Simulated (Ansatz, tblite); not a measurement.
# SnMe3(OiPr) (C6H16OSn): charged states by level of theory

What does removing or adding an electron cost or gain for SnMe3(OiPr) (C6H16OSn)? Each charged state is run at several levels.

Computed with Ansatz 0.2.0, Gaussian basis. Level: as each input shows.

The runs, in order: charge +1 doublet, at the geometry of the singlet (PBE0-D4/def2-TZVP, PBE-D4/def2-TZVP, revPBE-D4/def2-TZVP); charge -1 doublet, at the geometry of the singlet (PBE0-D4/def2-TZVP, PBE-D4/def2-TZVP, revPBE-D4/def2-TZVP); the starting singlet's energies come from earlier runs.

2 further runs of the same task are left out: 2 set aside as unsound or not needed.

## Step 1: The structure

The singlet was relaxed beforehand with r2SCAN-D4/def2-SVP.

24 atoms, charge 0, spin multiplicity 1.

Atoms are counted from 1 here; the program's logs count them from 0.

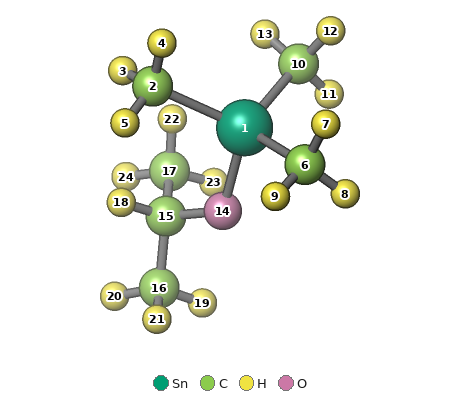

The geometry (tin teal, carbon green, hydrogen yellow, oxygen pink); atoms are numbered from 1 in the order of the file.

As a file:

```xyz
24

Sn    0.9867    0.8420   -0.0137
C     0.9744    0.8291    2.1453
H    -0.0556    0.8874    2.5270
H     1.5421    1.6903    2.5289
H     1.4405   -0.0958    2.5157
C     2.9438    0.6267   -0.8713
H     3.5421    1.5385   -0.7241
H     2.8445    0.4337   -1.9500
H     3.4618   -0.2242   -0.4053
C    -0.0939    2.5083   -0.8618
H    -0.4754    2.2171   -1.8518
H     0.5714    3.3772   -0.9784
H    -0.9428    2.7911   -0.2226
O     0.0952   -0.8607   -0.6134
C    -0.9957   -1.4153    0.0914
C    -1.2606   -2.7947   -0.4965
C    -2.2327   -0.5216    0.0114
H    -0.7384   -1.5464    1.1693
H    -1.5275   -2.6987   -1.5617
H    -2.0815   -3.3075    0.0302
H    -0.3534   -3.4139   -0.4283
H    -2.0461    0.4619    0.4762
H    -2.5032   -0.3510   -1.0440
H    -3.0957   -0.9734    0.5275
```

Sn takes a core potential in the def2 sets. No spin-orbit coupling is included.

## Step 2: Charge +1 doublet at the fixed geometry, PBE0-D4/def2-TZVP

Contents of in.yaml:

```yaml
crystal:
  periodic: [false, false, false]
  atoms:
    - {symbol: Sn, position_ang: [0.986727, 0.841987, -0.013719]}
    - {symbol: C, position_ang: [0.974384, 0.829102, 2.145331]}
    - {symbol: H, position_ang: [-0.055605, 0.887431, 2.526965]}
    - {symbol: H, position_ang: [1.542061, 1.690304, 2.528871]}
    - {symbol: H, position_ang: [1.440534, -0.095849, 2.515720]}
    - {symbol: C, position_ang: [2.943832, 0.626748, -0.871312]}
    - {symbol: H, position_ang: [3.542150, 1.538468, -0.724085]}
    - {symbol: H, position_ang: [2.844541, 0.433653, -1.949957]}
    - {symbol: H, position_ang: [3.461839, -0.224237, -0.405288]}
    - {symbol: C, position_ang: [-0.093928, 2.508322, -0.861800]}
    - {symbol: H, position_ang: [-0.475437, 2.217134, -1.851758]}
    - {symbol: H, position_ang: [0.571363, 3.377181, -0.978415]}
    - {symbol: H, position_ang: [-0.942795, 2.791065, -0.222563]}
    - {symbol: O, position_ang: [0.095235, -0.860748, -0.613423]}
    - {symbol: C, position_ang: [-0.995743, -1.415252, 0.091445]}
    - {symbol: C, position_ang: [-1.260579, -2.794716, -0.496530]}
    - {symbol: C, position_ang: [-2.232686, -0.521573, 0.011426]}
    - {symbol: H, position_ang: [-0.738418, -1.546417, 1.169261]}
    - {symbol: H, position_ang: [-1.527501, -2.698715, -1.561730]}
    - {symbol: H, position_ang: [-2.081493, -3.307550, 0.030193]}
    - {symbol: H, position_ang: [-0.353442, -3.413867, -0.428265]}
    - {symbol: H, position_ang: [-2.046084, 0.461903, 0.476155]}
    - {symbol: H, position_ang: [-2.503246, -0.350992, -1.043994]}
    - {symbol: H, position_ang: [-3.095699, -0.973392, 0.527481]}
basis:
  gaussian: {orbitals: def2-TZVP}
total_charge: 1
magnetization: {spin_polarized: true, initial_magnetization: 1}
hamiltonian: {xc: pbe0, dispersion: d4}
scf: {omitted_lower_state_checks: [starts]}
output: {orbitals: {seedname: orbitals}}
```

The run is started by

```bash
ansatz run in.yaml --threads 2 --pin off --events-out ev --progress --plain --max-ram 32768MiB --backend cuda --devices 0, --max-vram 18GiB
```

What it wrote:

```text
Functional definition: PBE0
  name "PBE0"
  cite "Adamo & Barone, J. Chem. Phys. 110, 6158 (1999) doi:10.1063/1.478522"
  cite "Perdew, Burke & Ernzerhof, Phys. Rev. Lett. 77, 3865 (1996) doi:10.1103/PhysRevLett.77.3865"
  parent pbe
  parameter a = 0.25
  parameter kappa = 0.804
  parameter beta = 0.06672455060314922
  exchange = (1 - a)*pbe_x(kappa = kappa, mu = beta*pi^2/3) + a*exact_x
  correlation = pbe_c(beta = beta)
these checks for a lower state are left out or cut short: starts
2396 factors; their error is unknown
mean field evaluation 1: about -14317.8901 eV, gradient 8.0e1 eV
mean field evaluation 2: about -14254.6640 eV, gradient 1.4e2 eV
mean field evaluation 4: about -14345.8791 eV, gradient 1.7e1 eV
mean field evaluation 8: about -14346.9751 eV, gradient 4.3e-1 eV
mean field evaluation 16: about -14347.0151 eV, gradient 6.2e-2 eV
mean field -14347.01525605 eV, -527.2430859037 hartree, gradient 2.9e-5 eV, S^2 0.758289; 0 other end points of the search recorded, 0 dependent functions left out
reference -14347.01529918 eV, -527.2430874885 hartree; 41, 40 occupied and 322, 323 virtual orbitals, 2396 factors
Total energy: -14347.46834638 eV, -527.2597366660 hartree
Checks for a lower state left out: starts
```

Wall time 13 s (1 × H100 (card shared with other runs) with 2 threads of AMD EPYC 7R13, shared host); peak host memory 0.98 GiB.

HOMO -12.24 eV, LUMO -10.24 eV (over both spins); ⟨S²⟩ 0.758 (pure: 0.75).

## Step 3: Charge +1 doublet at the fixed geometry, PBE-D4/def2-TZVP

start.molden holds the orbitals of an earlier run on this state, given as this run's starting guess.

Edit in.yaml of step 2 so:

```diff
@@ -28,6 +28,6 @@
 basis:
-  gaussian: {orbitals: def2-TZVP}
+  gaussian: {orbitals: def2-TZVP, initial_orbitals: start.molden}
 total_charge: 1
 magnetization: {spin_polarized: true, initial_magnetization: 1}
-hamiltonian: {xc: pbe0, dispersion: d4}
+hamiltonian: {xc: pbe, dispersion: d4}
 scf: {omitted_lower_state_checks: [starts]}
```

The command is unchanged.

What it wrote:

```text
Functional definition: PBE
  name "PBE"
  cite "Perdew, Burke & Ernzerhof, Phys. Rev. Lett. 77, 3865 (1996) doi:10.1103/PhysRevLett.77.3865"
  parent pbe
  parameter kappa = 0.804
  parameter beta = 0.06672455060314922
  exchange = pbe_x(kappa = kappa, mu = beta*pi^2/3)
  correlation = pbe_c(beta = beta)
these checks for a lower state are left out or cut short: starts
2323 factors; their error is unknown
mean field evaluation 1: about -14345.6527 eV, gradient 8.2e0 eV
mean field evaluation 2: about -14345.8952 eV, gradient 3.5e-1 eV
mean field evaluation 4: about -14345.8283 eV, gradient 2.8e-2 eV
mean field evaluation 8: about -14345.8283 eV, gradient 1.5e-5 eV
mean field -14345.82830585 eV, -527.1994662882 hartree, gradient 2.3e-5 eV, S^2 0.752801; 0 other end points of the search recorded, 0 dependent functions left out
reference -14345.82836412 eV, -527.1994684297 hartree; 41, 40 occupied and 322, 323 virtual orbitals, 2323 factors
Total energy: -14346.35209278 eV, -527.2187151029 hartree
Checks for a lower state left out: starts
```

Run time: 11 s. Hardware: 1 × H100 (card shared with other runs) with 2 threads of AMD EPYC 7R13, shared host; peak host memory 1 GiB.

Report: HOMO -11.17 eV, LUMO -10.84 eV (over both spins); ⟨S²⟩ 0.753 (pure: 0.75).

## Step 4: Charge +1 doublet at the fixed geometry, revPBE-D4/def2-TZVP

Edit in.yaml of step 3 so:

```diff
@@ -31,3 +31,3 @@
 magnetization: {spin_polarized: true, initial_magnetization: 1}
-hamiltonian: {xc: pbe, dispersion: d4}
+hamiltonian: {xc: {name: revPBE}, dispersion: d4}
 scf: {omitted_lower_state_checks: [starts]}
```

Launched as before.

What it wrote:

```text
Functional definition: revPBE
  name "revPBE"
  cite "Zhang & Yang, Phys. Rev. Lett. 80, 890 (1998) doi:10.1103/PhysRevLett.80.890"
  cite "Perdew, Burke & Ernzerhof, Phys. Rev. Lett. 77, 3865 (1996) doi:10.1103/PhysRevLett.77.3865"
  parameter kappa = 1.245
  parameter beta = 0.06672455060314922
  exchange = pbe_x(kappa = kappa, mu = beta*pi^2/3)
  correlation = pbe_c(beta = beta)
these checks for a lower state are left out or cut short: starts
2323 factors; their error is unknown
mean field evaluation 1: about -14355.8925 eV, gradient 8.9e0 eV
mean field evaluation 2: about -14356.0941 eV, gradient 3.4e-1 eV
mean field evaluation 4: about -14356.0273 eV, gradient 3.0e-2 eV
mean field evaluation 8: about -14356.0273 eV, gradient 2.7e-5 eV
mean field evaluation 16: about -14356.0273 eV, gradient 5.1e-6 eV
mean field -14356.02726052 eV, -527.5742709593 hartree, gradient 5.1e-6 eV, S^2 0.753031; 0 other end points of the search recorded, 0 dependent functions left out
reference -14356.02733370 eV, -527.5742736486 hartree; 41, 40 occupied and 322, 323 virtual orbitals, 2323 factors
Total energy: -14357.50895697 eV, -527.6287222995 hartree
Checks for a lower state left out: starts
```

Run time: 15 s. Hardware: 1 × H100 (card shared with other runs) with 2 threads of AMD EPYC 7R13, shared host; peak host memory 1 GiB.

From the report: HOMO -11.11 eV, LUMO -10.77 eV (over both spins); ⟨S²⟩ 0.753 (pure: 0.75).

## Step 5: Vertical ionisation energy

Charged state less starting state, singlet to doublet; the starting state's energies are those of its earlier runs.

```
              level  vertical ionisation energy (eV)  time
   PBE-D4/def2-TZVP                            +8.29  20 s
revPBE-D4/def2-TZVP                            +8.31  23 s
  PBE0-D4/def2-TZVP                            +8.63  21 s
```

Times add the two runs; a level without a time comes out of a correlated run.

Beside −ε(HOMO) of the starting state:

```
              level  −ε(HOMO) (eV)  by difference (eV)  mismatch (eV)
   PBE-D4/def2-TZVP           5.46                8.29          -2.83
revPBE-D4/def2-TZVP           5.39                8.31          -2.92
  PBE0-D4/def2-TZVP           6.94                8.63          -1.69
```

## Step 6: Charge -1 doublet at the fixed geometry, PBE0-D4/def2-TZVP

Edit in.yaml of step 4 so:

```diff
@@ -28,6 +28,6 @@
 basis:
-  gaussian: {orbitals: def2-TZVP, initial_orbitals: start.molden}
-total_charge: 1
+  gaussian: {orbitals: def2-TZVP}
+total_charge: -1
 magnetization: {spin_polarized: true, initial_magnetization: 1}
-hamiltonian: {xc: {name: revPBE}, dispersion: d4}
+hamiltonian: {xc: pbe0, dispersion: d4}
 scf: {omitted_lower_state_checks: [starts]}
```

The command is unchanged.

What it wrote (excerpt; [...] marks lines left out):

```text
Functional definition: PBE0
  name "PBE0"
  cite "Adamo & Barone, J. Chem. Phys. 110, 6158 (1999) doi:10.1063/1.478522"
  cite "Perdew, Burke & Ernzerhof, Phys. Rev. Lett. 77, 3865 (1996) doi:10.1103/PhysRevLett.77.3865"
  parent pbe
[...]
2396 factors; their error is unknown
[...]
mean field -14354.12457535 eV, -527.5043485691 hartree, gradient 2.0e-5 eV, S^2 0.751076; 0 other end points of the search recorded, 0 dependent functions left out
reference -14354.12462983 eV, -527.5043505712 hartree; 42, 41 occupied and 321, 322 virtual orbitals, 2396 factors
Total energy: -14354.66203823 eV, -527.5240999654 hartree
Checks for a lower state left out: starts
```

Run time: 15 s. Hardware: 1 × H100 (card shared with other runs) with 2 threads of AMD EPYC 7R13, shared host; peak host memory 1 GiB.

From the report: HOMO 2.69 eV, LUMO 3.90 eV (over both spins); ⟨S²⟩ 0.751 (pure: 0.75). Doubts: highest occupied level lies above zero.

## Step 7: Charge -1 doublet at the fixed geometry, PBE-D4/def2-TZVP

Edit in.yaml of step 6 so:

```diff
@@ -28,6 +28,6 @@
 basis:
-  gaussian: {orbitals: def2-TZVP}
+  gaussian: {orbitals: def2-TZVP, initial_orbitals: start.molden}
 total_charge: -1
 magnetization: {spin_polarized: true, initial_magnetization: 1}
-hamiltonian: {xc: pbe0, dispersion: d4}
+hamiltonian: {xc: pbe, dispersion: d4}
 scf: {omitted_lower_state_checks: [starts]}
```

Same command.

What it wrote:

```text
Functional definition: PBE
  name "PBE"
  cite "Perdew, Burke & Ernzerhof, Phys. Rev. Lett. 77, 3865 (1996) doi:10.1103/PhysRevLett.77.3865"
  parent pbe
  parameter kappa = 0.804
  parameter beta = 0.06672455060314922
  exchange = pbe_x(kappa = kappa, mu = beta*pi^2/3)
  correlation = pbe_c(beta = beta)
these checks for a lower state are left out or cut short: starts
2323 factors; their error is unknown
mean field evaluation 1: about -14352.7178 eV, gradient 8.2e0 eV
mean field evaluation 2: about -14352.9191 eV, gradient 2.5e-1 eV
mean field evaluation 4: about -14352.8548 eV, gradient 6.1e-2 eV
mean field evaluation 8: about -14352.8548 eV, gradient 1.9e-4 eV
mean field -14352.85483612 eV, -527.4576865131 hartree, gradient 1.5e-5 eV, S^2 0.750409; 0 other end points of the search recorded, 0 dependent functions left out
reference -14352.85490722 eV, -527.4576891257 hartree; 42, 41 occupied and 321, 322 virtual orbitals, 2323 factors
Total energy: -14353.47609344 eV, -527.4805172985 hartree
Checks for a lower state left out: starts
```

Wall time 11 s (1 × H100 (card shared with other runs) with 2 threads of AMD EPYC 7R13, shared host); peak host memory 0.96 GiB.

Report: HOMO 2.90 eV, LUMO 3.13 eV (over both spins); ⟨S²⟩ 0.750 (pure: 0.75). Doubts: highest occupied level lies above zero.

## Step 8: Charge -1 doublet at the fixed geometry, revPBE-D4/def2-TZVP

Edit in.yaml of step 7 so:

```diff
@@ -31,3 +31,3 @@
 magnetization: {spin_polarized: true, initial_magnetization: 1}
-hamiltonian: {xc: pbe, dispersion: d4}
+hamiltonian: {xc: {name: revPBE}, dispersion: d4}
 scf: {omitted_lower_state_checks: [starts]}
```

The command is unchanged.

What it wrote:

```text
Functional definition: revPBE
  name "revPBE"
  cite "Zhang & Yang, Phys. Rev. Lett. 80, 890 (1998) doi:10.1103/PhysRevLett.80.890"
  cite "Perdew, Burke & Ernzerhof, Phys. Rev. Lett. 77, 3865 (1996) doi:10.1103/PhysRevLett.77.3865"
  parameter kappa = 1.245
  parameter beta = 0.06672455060314922
  exchange = pbe_x(kappa = kappa, mu = beta*pi^2/3)
  correlation = pbe_c(beta = beta)
these checks for a lower state are left out or cut short: starts
2323 factors; their error is unknown
mean field evaluation 1: about -14362.7763 eV, gradient 8.8e0 eV
mean field evaluation 2: about -14362.9327 eV, gradient 2.1e-1 eV
mean field evaluation 4: about -14362.8657 eV, gradient 5.1e-2 eV
mean field evaluation 8: about -14362.8657 eV, gradient 1.8e-4 eV
mean field -14362.86574028 eV, -527.8255804553 hartree, gradient 1.4e-5 eV, S^2 0.750432; 0 other end points of the search recorded, 0 dependent functions left out
reference -14362.86582842 eV, -527.8255836944 hartree; 42, 41 occupied and 321, 322 virtual orbitals, 2323 factors
Total energy: -14364.64466760 eV, -527.8909548285 hartree
Checks for a lower state left out: starts
```

It took 12 s on 1 × H100 (card shared with other runs) with 2 threads of AMD EPYC 7R13, shared host; peak host memory 0.95 GiB.

Report: HOMO 3.02 eV, LUMO 3.23 eV (over both spins); ⟨S²⟩ 0.750 (pure: 0.75). Doubts: highest occupied level lies above zero.

## Step 9: Vertical electron affinity

Starting state less charged state (positive: the electron is bound), singlet to doublet; the starting state's energies are those of its earlier runs.

```
              level  vertical electron affinity (eV)  time
   PBE-D4/def2-TZVP                            -1.17  20 s
revPBE-D4/def2-TZVP                            -1.18  20 s
  PBE0-D4/def2-TZVP                            -1.44  23 s
```

Times add the two runs; a level without a time comes out of a correlated run.

Beside −ε(LUMO) of the starting state:

```
              level  −ε(LUMO) (eV)  by difference (eV)  mismatch (eV)
   PBE-D4/def2-TZVP           0.58               -1.17          +1.74
revPBE-D4/def2-TZVP           0.49               -1.18          +1.66
  PBE0-D4/def2-TZVP          -0.27               -1.44          +1.17
```

## Step 10: Outcome

```
                                            quantity                                 value
vertical ionisation energy, functionals in def2-TZVP    8.29 (PBE-D4) to 8.63 eV (PBE0-D4)
vertical electron affinity, functionals in def2-TZVP  -1.44 (PBE0-D4) to -1.17 eV (PBE-D4)
```

In words: The vertical ionisation energy spans 8.29 to 8.63 eV over the functionals. −ε(HOMO) misses the level's own difference by -1.69 eV at best (PBE0-D4) and -2.92 eV at worst (revPBE-D4). The vertical electron affinity spans -1.44 to -1.17 eV over the functionals. A negative affinity means an unbound electron, held by the basis alone. −ε(LUMO) misses the level's own difference by +1.17 eV at best (PBE0-D4) and +1.74 eV at worst (PBE-D4).
